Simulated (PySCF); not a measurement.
**C2H6BP (SMILES [BH3-][PH+]1C=C1): B2PLYP/6-31G(d) (spherical functions)**

What is the vertical ionisation energy of C2H6BP at B2PLYP/6-31G* (spherical functions)? The job is set up through a Python script.

The results are computed with PySCF 2.14.0.

## Step 1: The structure to begin with

C2H6BP: 10 atoms, total charge 0, spin state singlet. As SMILES, `[BH3-][PH+]1C=C1`. The coordinates come from a GFN2-xTB relaxation.

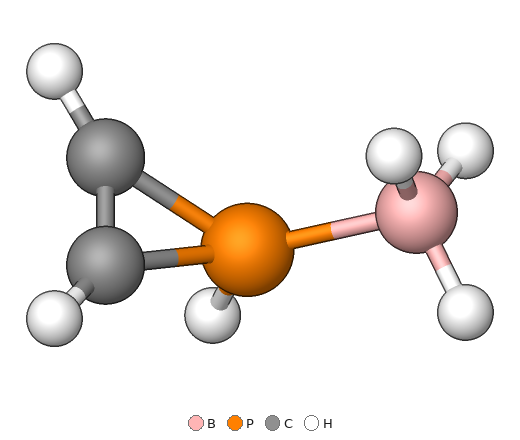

The structure, seen from a chosen angle (boron pink, phosphorus orange, carbon grey, hydrogen white).

## Step 2: The energy at B2PLYP/6-31G(d) (spherical functions)

job.py

```python
from pyscf import gto, dft, mp

molecule = gto.Mole()
molecule.atom = '''
B   -1.410150   0.298620  -0.981690
P   -0.201260  -0.441040   0.354770
C    1.613220  -0.453870   0.243300
C    1.194860   0.440750   1.115080
H   -1.699660  -0.613460  -1.685080
H   -2.331380   0.730200  -0.368790
H   -0.730250   1.125930  -1.499920
H   -0.447540  -1.468370   1.291520
H    2.486970  -0.838180  -0.237680
H    1.525210   1.219420   1.768500
'''
molecule.charge = 0
molecule.max_memory = 1860
molecule.verbose = 3
molecule.basis = '6-31g*'
molecule.spin = 0
molecule.build()

calc0 = dft.RKS(molecule, xc='0.53*HF + 0.47*B88, 0.73*LYP')
calc0.grids.level = 4
calc0.conv_tol = 1e-10
calc0.kernel()
if not calc0.converged:
    calc0 = calc0.newton().run(calc0.mo_coeff, calc0.mo_occ)

pt = mp.MP2(calc0, frozen=8).run()
etot = calc0.e_tot + 0.27 * pt.e_corr
print('PT2 part  %.8f' % (0.27 * pt.e_corr))
print(f'total energy: {etot:.8f} hartree')
```

On the command line:

```bash
$ OMP_NUM_THREADS=1 python job.py
```

The log of the run:

```text
converged SCF energy = -445.462963325193
E(RMP2) = -446.026079923785  E_corr = -0.563116598591706
E(SCS-RMP2) = -446.022904805646  E_corr = -0.55994148045311
PT2 part  -0.15204148
total energy: -445.61500481 hartree
```

Run time: 13 s. Hardware: 1 thread of Arm Neoverse V1, shared host; peak memory 0.36 GiB.

## Step 3: The doublet cation at the same level

calc.py

```python
from pyscf import gto, dft, mp

system = gto.M(
    atom='''
B       -1.410150       0.298620      -0.981690
P       -0.201260      -0.441040       0.354770
C        1.613220      -0.453870       0.243300
C        1.194860       0.440750       1.115080
H       -1.699660      -0.613460      -1.685080
H       -2.331380       0.730200      -0.368790
H       -0.730250       1.125930      -1.499920
H       -0.447540      -1.468370       1.291520
H        2.486970      -0.838180      -0.237680
H        1.525210       1.219420       1.768500
''',
    verbose=4,
    basis='6-31g*',
    charge=1,
    spin=1,
    max_memory=1860,
)

mf = dft.UKS(system)
mf.xc = '0.53*HF + 0.47*B88, 0.73*LYP'
mf.grids.level = 4
mf.conv_tol = 1e-10
mf.kernel()
if not mf.converged:
    mf = mf.newton().run(mf.mo_coeff, mf.mo_occ)

pt = mp.MP2(mf, frozen=8).run()
e_tot = mf.e_tot + 0.27 * pt.e_corr
print('PT2 part  %.8f' % (0.27 * pt.e_corr))
print('E(%s) = %.9f' % ('B2PLYP', e_tot))
```

On the command line:

```bash
$ OMP_NUM_THREADS=1 python calc.py
```

The log of the run:

```text
PySCF version 2.14.0

[INPUT] num. atoms = 10
[INPUT] num. electrons = 37
[INPUT] charge = 1
[INPUT] spin (= nelec alpha-beta = 2S) = 1
[INPUT] symmetry False subgroup None
[INPUT] Mole.unit = angstrom
[INPUT] Symbol           X                Y                Z      unit          X                Y                Z       unit  Magmom
[INPUT]  1 B     -1.410150000000   0.298620000000  -0.981690000000 AA   -2.664797294555   0.564310015318  -1.855125239224 Bohr   0.0
[INPUT]  2 P     -0.201260000000  -0.441040000000   0.354770000000 AA   -0.380326279830  -0.833444809978   0.670418137212 Bohr   0.0
[INPUT]  3 C      1.613220000000  -0.453870000000   0.243300000000 AA    3.048543978671  -0.857689996156   0.459770366107 Bohr   0.0
[INPUT]  4 C      1.194860000000   0.440750000000   1.115080000000 AA    2.257958157198   0.832896789402   2.107195806980 Bohr   0.0
[INPUT]  5 H     -1.699660000000  -0.613460000000  -1.685080000000 AA   -3.211891904878  -1.159271388376  -3.184339697982 Bohr   0.0
[INPUT]  6 H     -2.331380000000   0.730200000000  -0.368790000000 AA   -4.405669692288   1.379878016157  -0.696912097478 Bohr   0.0
[INPUT]  7 H     -0.730250000000   1.125930000000  -1.499920000000 AA   -1.379972502464   2.127699335432  -2.834438008758 Bohr   0.0
[INPUT]  8 H     -0.447540000000  -1.468370000000   1.291520000000 AA   -0.845728029788  -2.774817149528   2.440619084398 Bohr   0.0
[INPUT]  9 H      2.486970000000  -0.838180000000  -0.237680000000 AA    4.699692180010  -1.583930643088  -0.449150105287 Bohr   0.0
[INPUT] 10 H      1.525210000000   1.219420000000   1.768500000000 AA    2.882229182448   2.304369830817   3.341980651293 Bohr   0.0

nuclear repulsion = 145.138271310342
number of shells = 38
number of NR pGTOs = 156
number of NR cGTOs = 72
basis = 6-31g*
ecp = {}

[... 36 lines left out ...]
[... the frontier-level lines of each cycle are left out ...]
[... 109 lines left out ...]
cycle= 28 E= -445.093203088071  delta_E= -1.38e-07  |g|= 2.53e-05  |ddm|= 0.00675
cycle= 29 E= -445.093203183711  delta_E= -9.56e-08  |g|= 1.74e-05  |ddm|= 0.00784
cycle= 30 E= -445.093203204746  delta_E= -2.1e-08  |g|= 3.11e-05  |ddm|= 0.00453
cycle= 31 E= -445.093203205358  delta_E= -6.12e-10  |g|= 6.94e-06  |ddm|= 0.000207
cycle= 32 E= -445.093203207284  delta_E= -1.93e-09  |g|= 9.74e-06  |ddm|= 0.00152
cycle= 33 E= -445.093203207431  delta_E= -1.48e-10  |g|= 2.4e-06  |ddm|= 0.000332
cycle= 34 E= -445.093203207444  delta_E= -1.28e-11  |g|= 4.01e-07  |ddm|= 0.000116
Extra cycle  E= -445.093203207446  delta_E= -2.27e-12  |g|= 1.95e-07  |ddm|= 1.01e-06
converged SCF energy = -445.093203207446  <S^2> = 0.76246079  2S+1 = 2.0124222

******** <class 'pyscf.mp.ump2.UMP2'> ********
nocc = (np.int64(11), np.int64(10)), nmo = (64, 64)
frozen orbitals 8
E(UMP2) = -445.63990439556  E_corr = -0.546701188113303
E(SCS-UMP2) = -445.634818614954  E_corr = -0.541615407507626
E_corr(same-spin) = -0.132030021032697
E_corr(oppo-spin) = -0.414671167080606
PT2 part  -0.14760932
E(B2PLYP) = -445.240812528
```

Wall time 56 s (1 thread of Arm Neoverse V1, shared host); peak memory 0.39 GiB.

## Step 4: Outcome

Level: B2PLYP/6-31G* (spherical functions), 8 core orbitals frozen.

| quantity | value |
| --- | --- |
| singlet C2H6BP: total energy | -445.61500 Eh |
| singlet C2H6BP: dipole moment (SCF part) | 4.89 D |
| singlet C2H6BP: HOMO energy (SCF part's orbitals) | -9.03 eV |
| singlet C2H6BP: LUMO energy (SCF part's orbitals) | 0.86 eV |
| singlet C2H6BP: HOMO–LUMO gap (SCF part's orbitals) | 9.89 eV |
| doublet cation: total energy | -445.24081 Eh |
| doublet cation: HOMO energy (SCF part's orbitals) (highest over α and β) | -14.92 eV |
| doublet cation: LUMO energy (SCF part's orbitals) (lowest over α and β) | -11.08 eV |
| doublet cation: ⟨S²⟩ | 0.762 |
| vertical ionisation energy (to the doublet cation) | 10.182 eV |

In words: Removing an electron at fixed nuclei costs 10.18 eV (235 kcal/mol). −ε(HOMO) before ionisation, 9.03 eV, is 1.15 eV below this ionisation energy. Mulliken charges (singlet C2H6BP) run from -0.26 on C3 to +0.46 on P2; they depend strongly on the basis. Mulliken charges (doublet cation) run from -0.30 on B1 to +0.58 on P2; they depend strongly on the basis.
